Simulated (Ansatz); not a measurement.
# CH5NOSSi: nudged elastic band

CH5NOSSi, computed with RKS PBE0/6-31G (Ansatz 0.2.0).

It belongs to a series of runs on one base structure; here: band between the two ends. Figures and captions count atoms from 1; the log counts them from 0 in places.

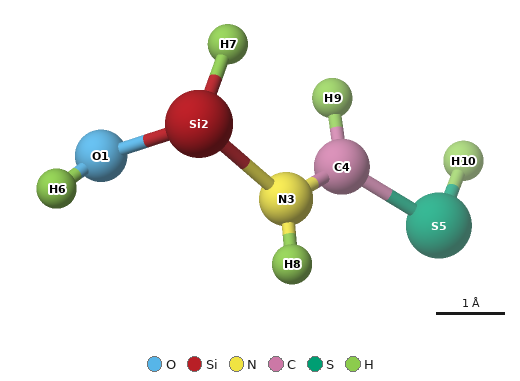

*The starting structure (ball-and-stick view, seen at a tilt; atoms are numbered from 1 in the order of the input).*

Input file:
```yaml
crystal:
  periodic: [false, false, false]
  atoms:
    - { symbol: O, position_ang: [-1.388432, -0.463045, 2.18509] }
    - { symbol: Si, position_ang: [0.338236, -0.580655, 1.77583] }
    - { symbol: "N", position_ang: [0.098069, -0.631686, -0.228659] }
    - { symbol: C, position_ang: [0.378548, 0.350098, -1.006779] }
    - { symbol: S, position_ang: [0.603395, 0.209553, -2.792968] }
    - { symbol: H, position_ang: [-1.758225, -1.213552, 2.675995] }
    - { symbol: H, position_ang: [0.621579, 0.943386, 1.606503] }
    - { symbol: H, position_ang: [-0.1045, -1.544994, -0.632447] }
    - { symbol: H, position_ang: [0.542733, 1.326155, -0.559609] }
    - { symbol: H, position_ang: [0.751696, 1.553741, -3.019955] }
basis:
  gaussian: { orbitals: "6-31G" }
hamiltonian:
  xc: pbe0
neb:
  order_check: false
  images: 5
  f_tol: 0.05
  max_iterations: 50
  final_atoms:
    - { symbol: O, position_ang: [-1.12744881, -1.09232682, 2.31803277] }
    - { symbol: Si, position_ang: [0.49802539, -0.66197136, 1.79364109] }
    - { symbol: "N", position_ang: [0.11528854, -0.63259176, -0.20103689] }
    - { symbol: C, position_ang: [0.36238176, 0.35015003, -0.99022063] }
    - { symbol: S, position_ang: [0.55609425, 0.2054486, -2.78052184] }
    - { symbol: H, position_ang: [-1.86868045, -0.46720978, 2.29421515] }
    - { symbol: H, position_ang: [0.42071558, 0.91871663, 1.73559365] }
    - { symbol: H, position_ang: [-0.07437523, -1.55359664, -0.59636661] }
    - { symbol: H, position_ang: [0.5217013, 1.33169018, -0.55329099] }
    - { symbol: H, position_ang: [0.67939667, 1.55069192, -3.0170447] }
  initial_path:
    images:
      - { positions_ang: [[-1.388432, -0.463045, 2.18509], [0.338236, -0.580655, 1.77583], [0.098069, -0.631686, -0.228659], [0.378548, 0.350098, -1.006779], [0.603395, 0.209553, -2.792968], [-1.758225, -1.213552, 2.675995], [0.621579, 0.943386, 1.606503], [-0.1045, -1.544994, -0.632447], [0.542733, 1.326155, -0.559609], [0.751696, 1.553741, -3.019955]] }
      - { positions_ang: [[-1.27697102, -0.29535962, 2.09250234], [0.30495575, -0.50472349, 1.52084301], [-0.04709513, -0.77199763, -0.26726024], [0.12351216, 0.24679733, -1.06626417], [0.74125523, 0.29854872, -2.55035058], [-1.6055336, -1.02163529, 2.64500447], [0.84554884, 0.86676161, 1.40456079], [0.06370133, -1.59690299, -0.6650176], [-0.0144633, 1.17307461, -0.6689328], [0.94818873, 1.55443775, -2.44208422]] }
      - { positions_ang: [[-1.16551003, -0.12767423, 1.99991468], [0.27167549, -0.42879197, 1.26585603], [-0.19225926, -0.91230927, -0.30586147], [-0.13152368, 0.14349666, -1.12574934], [0.87911546, 0.38754445, -2.30773316], [-1.45284219, -0.82971858, 2.61401393], [1.06951868, 0.79013722, 1.20261859], [0.23190266, -1.64881198, -0.69758821], [-0.57165961, 1.01999422, -0.7782566], [1.14468147, 1.55513449, -1.86421345]] }
      - { positions_ang: [[-1.05404905, 0.04001115, 1.90732702], [0.23839524, -0.35286046, 1.01086904], [-0.3374234, -1.0526209, -0.34446271], [-0.38655952, 0.04019598, -1.18523452], [1.0169757, 0.47654017, -2.06511574], [-1.30015079, -0.63780187, 2.5830234], [1.29348853, 0.71351283, 1.00067638], [0.40010399, -1.70072097, -0.73015881], [-1.12885591, 0.86691383, -0.8875804], [1.3411742, 1.55583124, -1.28634267]] }
      - { positions_ang: [[-1.07851563, -0.33743484, 2.04422894], [0.32493862, -0.45589743, 1.27179306], [-0.18651942, -0.91261119, -0.2966541], [-0.13691242, 0.143514, -1.12022989], [0.86334855, 0.38617632, -2.30358444], [-1.48966067, -0.58093784, 2.48675399], [1.00256421, 0.7819141, 1.2456488], [0.24194425, -1.65167953, -0.68556141], [-0.57867017, 1.02183928, -0.7761506], [1.12058169, 1.55411813, -1.86324335]] }
      - { positions_ang: [[-1.10298222, -0.71488083, 2.18113086], [0.411482, -0.55893439, 1.53271707], [-0.03561544, -0.77260147, -0.2488455], [0.11273467, 0.24683202, -1.05522526], [0.7097214, 0.29581246, -2.54205314], [-1.67917056, -0.52407381, 2.39048457], [0.71163989, 0.85031536, 1.49062122], [0.08378451, -1.60263808, -0.64096401], [-0.02848444, 1.17676473, -0.66472079], [0.89998918, 1.55240502, -2.44014402]] }
      - { positions_ang: [[-1.12744881, -1.09232682, 2.31803277], [0.49802539, -0.66197136, 1.79364109], [0.11528854, -0.63259176, -0.20103689], [0.36238176, 0.35015003, -0.99022063], [0.55609425, 0.2054486, -2.78052184], [-1.86868045, -0.46720978, 2.29421515], [0.42071558, 0.91871663, 1.73559365], [-0.07437523, -1.55359664, -0.59636661], [0.5217013, 1.33169018, -0.55329099], [0.67939667, 1.55069192, -3.0170447]] }
```

Hardware: 1 thread of Intel Xeon @ 2.70GHz, 189 GiB of memory available, shared host.

Launched with:
```bash
ansatz run input.yaml --threads 1 --pin off --max-ram 2048MiB --backend cpu --events-out ev --progress --plain --runs-dir out
```

The program's output:
```
Engine: ansatz 0.2.0, x86_64-unknown-linux-gnu
Functional definition: PBE0
  parameter a = 0.25
  parameter kappa = 0.804
  parameter beta = 0.06672455060314922
  exchange = (1 - a)*pbe_x(kappa = kappa, mu = beta*pi^2/3) + a*exact_x
  correlation = pbe_c(beta = beta)
842 factors; integrals over basis functions are off by at most 2.1e-4 eV
mean field evaluation 1: about -23344.1776 eV, gradient 6.0e1 eV
mean field evaluation 2: about -23251.7796 eV, gradient 1.6e2 eV
mean field evaluation 4: about -23350.9279 eV, gradient 1.2e1 eV
mean field evaluation 8: about -23351.3091 eV, gradient 1.5e-1 eV
mean field evaluation 16: about -23351.3676 eV, gradient 5.3e-5 eV
mean field -23351.36758919 eV, -858.1469307773 hartree, gradient 5.3e-5 eV, S^2 0.000000; 0 other end points of the search recorded, 0 dependent functions left out
the calculation of the forces begins
reference -23351.36761705 eV, -858.1469318012 hartree; 28, 28 occupied and 35, 35 virtual orbitals, 842 factors
842 factors; integrals over basis functions are off by at most 2.1e-4 eV
mean field evaluation 32: about -23351.3219 eV, gradient 2.4e-4 eV
mean field -23351.32190786 eV, -858.1452520193 hartree, gradient 5.2e-5 eV, S^2 0.000000; 0 other end points of the search recorded, 0 dependent functions left out
[... from here on the field's lines of each further geometry are left out, up to the last ...]
NEB iter   1: max|band force component| = 5.285e1 eV/Å  barrier→ = 8.8759 eV  barrier← = 8.8302 eV  Δτ_max = 0.1990 Å  (192 SCF iters)
NEB iter   2: max|band force component| = 6.222e0 eV/Å  barrier→ = 1.9326 eV  barrier← = 1.8869 eV  Δτ_max = 0.2000 Å  (162 SCF iters)
NEB iter   3: max|band force component| = 3.445e0 eV/Å  barrier→ = 1.0015 eV  barrier← = 0.9558 eV  Δτ_max = 0.1982 Å  (154 SCF iters)
NEB iter   4: max|band force component| = 1.407e0 eV/Å  barrier→ = 0.7721 eV  barrier← = 0.7265 eV  Δτ_max = 0.2000 Å  (159 SCF iters)
NEB iter   5: max|band force component| = 8.725e-1 eV/Å  barrier→ = 0.5479 eV  barrier← = 0.5022 eV  Δτ_max = 0.2000 Å  (162 SCF iters)
NEB iter   6: max|band force component| = 1.131e0 eV/Å  barrier→ = 0.4750 eV  barrier← = 0.4293 eV  Δτ_max = 0.1009 Å  (157 SCF iters)
NEB iter   7: max|band force component| = 1.063e0 eV/Å  barrier→ = 0.4245 eV  barrier← = 0.3788 eV  Δτ_max = 0.1005 Å  (155 SCF iters)
NEB iter   8: max|band force component| = 1.004e0 eV/Å  barrier→ = 0.4216 eV  barrier← = 0.3759 eV  Δτ_max = 0.1984 Å  (155 SCF iters)
NEB iter   9: max|band force component| = 1.524e0 eV/Å  barrier→ = 0.3617 eV  barrier← = 0.3160 eV  Δτ_max = 0.1994 Å  (158 SCF iters)
NEB iter  10: max|band force component| = 2.101e0 eV/Å  barrier→ = 0.3465 eV  barrier← = 0.3008 eV  Δτ_max = 0.2000 Å  (156 SCF iters)
NEB iter  11: max|band force component| = 2.348e0 eV/Å  barrier→ = 0.4739 eV  barrier← = 0.4283 eV  Δτ_max = 0.2000 Å  (160 SCF iters)
NEB iter  12: max|band force component| = 1.930e0 eV/Å  barrier→ = 0.3798 eV  barrier← = 0.3341 eV  Δτ_max = 0.2000 Å  (156 SCF iters)
NEB iter  13: max|band force component| = 1.053e0 eV/Å  barrier→ = 0.2133 eV  barrier← = 0.1676 eV  Δτ_max = 0.1731 Å  (155 SCF iters)
NEB iter  14: max|band force component| = 1.304e0 eV/Å  barrier→ = 0.2265 eV  barrier← = 0.1808 eV  Δτ_max = 0.1877 Å  (155 SCF iters)
NEB iter  15: max|band force component| = 1.313e0 eV/Å  barrier→ = 0.2470 eV  barrier← = 0.2013 eV  Δτ_max = 0.1996 Å  (156 SCF iters)
NEB iter  16: max|band force component| = 1.805e0 eV/Å  barrier→ = 0.2462 eV  barrier← = 0.2006 eV  Δτ_max = 0.1970 Å  (161 SCF iters)
NEB iter  17: max|band force component| = 1.663e0 eV/Å  barrier→ = 0.1937 eV  barrier← = 0.1481 eV  Δτ_max = 0.1977 Å  (158 SCF iters)
NEB iter  18: max|band force component| = 1.920e0 eV/Å  barrier→ = 0.2590 eV  barrier← = 0.2133 eV  Δτ_max = 0.1983 Å  (153 SCF iters)
NEB iter  19: max|band force component| = 1.063e0 eV/Å  barrier→ = 0.2281 eV  barrier← = 0.1824 eV  Δτ_max = 0.1938 Å  (154 SCF iters)
NEB iter  20: max|band force component| = 6.984e-1 eV/Å  barrier→ = 0.1849 eV  barrier← = 0.1392 eV  Δτ_max = 0.1998 Å  (155 SCF iters)
NEB iter  21: max|band force component| = 6.903e-1 eV/Å  barrier→ = 0.1709 eV  barrier← = 0.1252 eV  Δτ_max = 0.1246 Å  (150 SCF iters)
NEB iter  22: max|band force component| = 5.997e-1 eV/Å  barrier→ = 0.1451 eV  barrier← = 0.0995 eV  Δτ_max = 0.1429 Å  (154 SCF iters)
NEB iter  23: max|band force component| = 4.448e-1 eV/Å  barrier→ = 0.1195 eV  barrier← = 0.0738 eV  CI = image 3  Δτ_max = 0.1488 Å  (152 SCF iters)
NEB iter  24: max|band force component| = 2.478e-1 eV/Å  barrier→ = 0.0936 eV  barrier← = 0.0480 eV  CI = image 3  Δτ_max = 0.1899 Å  (151 SCF iters)
NEB iter  25: max|band force component| = 2.521e-1 eV/Å  barrier→ = 0.0755 eV  barrier← = 0.0298 eV  CI = image 3  Δτ_max = 0.0556 Å  (153 SCF iters)
NEB iter  26: max|band force component| = 1.964e-1 eV/Å  barrier→ = 0.0668 eV  barrier← = 0.0211 eV  CI = image 3  Δτ_max = 0.0552 Å  (157 SCF iters)
NEB iter  27: max|band force component| = 1.674e-1 eV/Å  barrier→ = 0.0628 eV  barrier← = 0.0172 eV  CI = image 3  Δτ_max = 0.0500 Å  (151 SCF iters)
NEB iter  28: max|band force component| = 1.138e-1 eV/Å  barrier→ = 0.0619 eV  barrier← = 0.0162 eV  CI = image 3  Δτ_max = 0.0501 Å  (146 SCF iters)
NEB iter  29: max|band force component| = 5.186e-2 eV/Å  barrier→ = 0.0611 eV  barrier← = 0.0155 eV  CI = image 3  Δτ_max = 0.0069 Å  (138 SCF iters)
the calculation of the forces begins
reference -23351.31265009 eV, -858.1449118028 hartree; 28, 28 occupied and 35, 35 virtual orbitals, 842 factors
842 factors; integrals over basis functions are off by at most 2.1e-4 eV
mean field evaluation 1216: about -23351.3066 eV, gradient 7.0e-3 eV
mean field -23351.30661862 eV, -858.1446901502 hartree, gradient 1.1e-5 eV, S^2 0.000000; 1 other end points of the search recorded, 0 dependent functions left out
the calculation of the forces begins
reference -23351.30664579 eV, -858.1446911487 hartree; 28, 28 occupied and 35, 35 virtual orbitals, 842 factors
NEB iter  30: max|band force component| = 3.236e-2 eV/Å  barrier→ = 0.0610 eV  barrier← = 0.0153 eV  CI = image 3  Δτ_max = 0.0000 Å  (269 SCF iters)
```

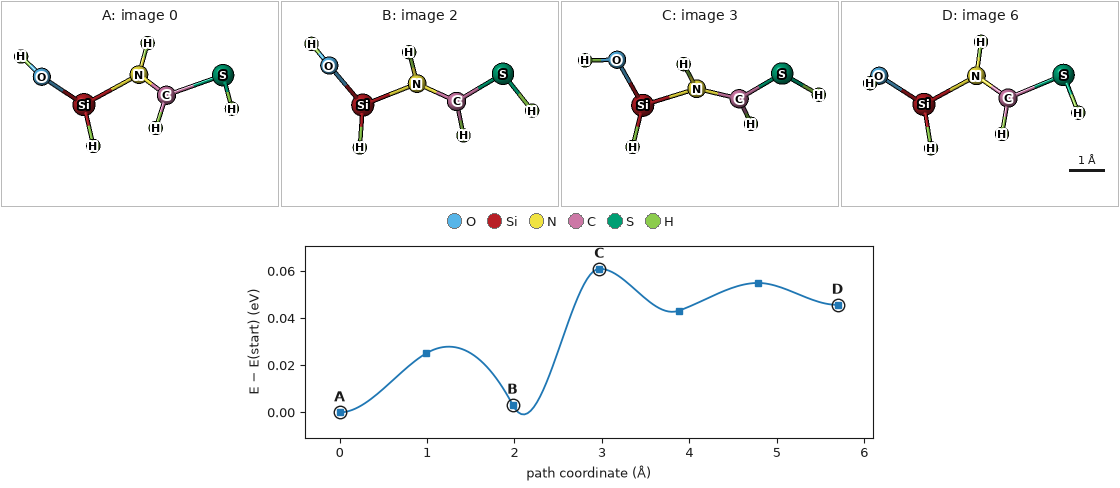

*Images of the last band (counted from 0; ball-and-stick, seen at a tilt) above the energy along the path; the line is a cubic interpolation that uses the forces.*

The highest image is number 3, 0.061 eV above the start and 0.015 eV above the end (the climbing image); the end lies 0.046 eV above the start. The path is 5.70 Å long. The band converged in 30 iterations.

```
WARN: NEB: the barrier is in doubt: the path turns back at the climbing image. Check it with more images (neb.images), a lower neb.f_tol or relaxed end points
Total energy: -23351.30664579 eV, -858.1446911487 hartree
Atom 0 at    -0.982893    -1.410133     1.758050 Å, force     0.015483     0.014725    -0.007147 eV/Å
Atom 1 at     0.389126    -0.240451     1.873083 Å, force     0.003920    -0.000096    -0.008695 eV/Å
Atom 2 at     0.014570    -0.073140    -0.071142 Å, force    -0.018535     0.000256     0.032479 eV/Å
Atom 3 at     0.636700     0.461059    -1.051265 Å, force     0.009871     0.002080    -0.023702 eV/Å
Atom 4 at     0.129763     0.310599    -2.774929 Å, force     0.009314     0.005576     0.014922 eV/Å
Atom 5 at    -1.612562    -1.531374     2.481940 Å, force    -0.015681    -0.009159     0.008858 eV/Å
Atom 6 at    -0.422867     1.086148     2.138033 Å, force     0.001733    -0.006549    -0.002780 eV/Å
Atom 7 at    -0.812848    -0.670118    -0.196384 Å, force    -0.006729    -0.008958    -0.006960 eV/Å
Atom 8 at     1.532038     1.042713    -0.857885 Å, force     0.003731     0.007493    -0.007005 eV/Å
Atom 9 at     1.212072     0.973697    -3.296502 Å, force    -0.003107    -0.005369     0.000031 eV/Å
Dipole moment:     0.097024     0.434329    -0.834418 e Å
this run last wrote the band of iteration 30 to [file]
```

The last band as extended XYZ (Å, eV, eV/Å):
```
10
Properties=species:S:1:pos:R:3:forces:R:3 image=0 energy=-23351.36759
O    -1.3884   -0.4630    2.1851    0.0041   0.0000   0.0001
Si    0.3382   -0.5807    1.7758   -0.0035   0.0008   0.0001
N     0.0981   -0.6317   -0.2287   -0.0031  -0.0052   0.0101
C     0.3785    0.3501   -1.0068    0.0052   0.0047  -0.0070
S     0.6034    0.2096   -2.7930    0.0002  -0.0004  -0.0032
H    -1.7582   -1.2136    2.6760   -0.0004  -0.0004   0.0003
H     0.6216    0.9434    1.6065    0.0000   0.0005   0.0005
H    -0.1045   -1.5450   -0.6324    0.0000   0.0021  -0.0039
H     0.5427    1.3262   -0.5596   -0.0027  -0.0015   0.0024
H     0.7517    1.5537   -3.0200    0.0000  -0.0007   0.0005
10
Properties=species:S:1:pos:R:3:forces:R:3 image=1 energy=-23351.34252
O    -1.3881   -0.7382    2.1435   -0.0006   0.0040   0.0022
Si    0.3385   -0.4519    1.8021    0.0025  -0.0025  -0.0015
N     0.0230   -0.4261   -0.1740   -0.0051  -0.0054  -0.0082
C     0.4777    0.4087   -1.0365    0.0056   0.0017   0.0096
S     0.4357    0.1535   -2.8215    0.0057  -0.0021  -0.0039
H    -1.5779   -1.5446    2.6484   -0.0054   0.0081   0.0007
H     0.3479    1.1033    1.7729    0.0065  -0.0040  -0.0024
H    -0.4798   -1.2516   -0.4998    0.0064  -0.0084  -0.0004
H     0.9587    1.3140   -0.6798   -0.0097   0.0032   0.0017
H     0.9474    1.3819   -3.1522   -0.0058   0.0056   0.0023
10
Properties=species:S:1:pos:R:3:forces:R:3 image=2 energy=-23351.36433
O    -1.3420   -0.9642    2.0168    0.0275  -0.0343  -0.0151
Si    0.3229   -0.3110    1.8654   -0.0007   0.0129  -0.0032
N     0.0012   -0.2400   -0.1129    0.0018   0.0180   0.0206
C     0.5902    0.4061   -1.0479    0.0164   0.0135  -0.0165
S     0.2355    0.2144   -2.8052   -0.0106   0.0066  -0.0084
H    -1.4085   -1.8085    2.4900   -0.0050   0.0135  -0.0046
H     0.0013    1.2076    1.9351   -0.0310  -0.0157   0.0143
H    -0.7648   -0.8832   -0.3262   -0.0201   0.0159   0.0291
H     1.3698    1.1147   -0.7880    0.0168  -0.0136  -0.0097
H     1.0775    1.2131   -3.2241    0.0049  -0.0169  -0.0064
10
Properties=species:S:1:pos:R:3:forces:R:3 image=3 energy=-23351.30662
O    -0.9829   -1.4101    1.7580    0.0155   0.0147  -0.0071
Si    0.3891   -0.2405    1.8731    0.0039  -0.0001  -0.0087
N     0.0146   -0.0731   -0.0711   -0.0185   0.0003   0.0325
C     0.6367    0.4611   -1.0513    0.0099   0.0021  -0.0237
S     0.1298    0.3106   -2.7749    0.0093   0.0056   0.0149
H    -1.6126   -1.5314    2.4819   -0.0157  -0.0092   0.0089
H    -0.4229    1.0861    2.1380    0.0017  -0.0065  -0.0028
H    -0.8128   -0.6701   -0.1964   -0.0067  -0.0090  -0.0070
H     1.5320    1.0427   -0.8579    0.0037   0.0075  -0.0070
H     1.2121    0.9737   -3.2965   -0.0031  -0.0054   0.0000
10
Properties=species:S:1:pos:R:3:forces:R:3 image=4 energy=-23351.32441
O    -0.9466   -1.4486    2.0183    0.0146   0.0044  -0.0105
Si    0.5194   -0.4463    1.8542   -0.0052  -0.0020   0.0024
N     0.0438   -0.2314   -0.1021   -0.0142  -0.0028   0.0003
C     0.5486    0.4596   -1.0546    0.0128   0.0082  -0.0113
S     0.1358    0.2526   -2.7994    0.0008   0.0029   0.0068
H    -1.7879   -1.0596    2.3037   -0.0067  -0.0039   0.0043
H    -0.0892    0.9716    2.1696   -0.0041  -0.0045  -0.0029
H    -0.6478   -0.9610   -0.2978   -0.0015   0.0029   0.0152
H     1.2906    1.2167   -0.8230    0.0054  -0.0012  -0.0029
H     1.0165    1.1955   -3.2659   -0.0019  -0.0040  -0.0014
10
Properties=species:S:1:pos:R:3:forces:R:3 image=5 energy=-23351.31262
O    -1.0156   -1.2922    2.1986   -0.0014   0.0028  -0.0009
Si    0.5261   -0.4948    1.8508    0.0031  -0.0009   0.0002
N     0.1072   -0.4338   -0.1310   -0.0020  -0.0017  -0.0103
C     0.4612    0.4106   -1.0290    0.0025   0.0040   0.0044
S     0.3615    0.1181   -2.8081   -0.0030  -0.0001  -0.0008
H    -1.8444   -0.7940    2.2747    0.0004  -0.0009  -0.0002
H     0.1298    1.0276    1.9587   -0.0012  -0.0004  -0.0004
H    -0.3181   -1.3190   -0.4131    0.0006  -0.0029   0.0062
H     0.8858    1.3597   -0.7178   -0.0010   0.0009   0.0020
H     0.7896    1.3667   -3.1807    0.0020  -0.0008  -0.0003
10
Properties=species:S:1:pos:R:3:forces:R:3 image=6 energy=-23351.32191
O    -1.1274   -1.0923    2.3180   -0.0037  -0.0002  -0.0001
Si    0.4980   -0.6620    1.7936    0.0052  -0.0021   0.0024
N     0.1153   -0.6326   -0.2010   -0.0020   0.0070  -0.0017
C     0.3624    0.3502   -0.9902   -0.0001  -0.0145  -0.0050
S     0.5561    0.2054   -2.7805   -0.0013   0.0021   0.0036
H    -1.8687   -0.4672    2.2942    0.0005  -0.0001   0.0001
H     0.4207    0.9187    1.7356   -0.0006   0.0030   0.0013
H    -0.0744   -1.5536   -0.5964    0.0013  -0.0002  -0.0017
H     0.5217    1.3317   -0.5533    0.0003   0.0045   0.0009
H     0.6794    1.5507   -3.0170    0.0005   0.0005   0.0003
```

Summary:

| quantity | value |
| --- | --- |
| outcome | converged |
| barrier, forward | 0.061 eV |
| barrier, backward | 0.015 eV |
| wall time | 12 min |
| peak memory | 0.16 GiB |

Notes:

The order of the saddle point was not checked.
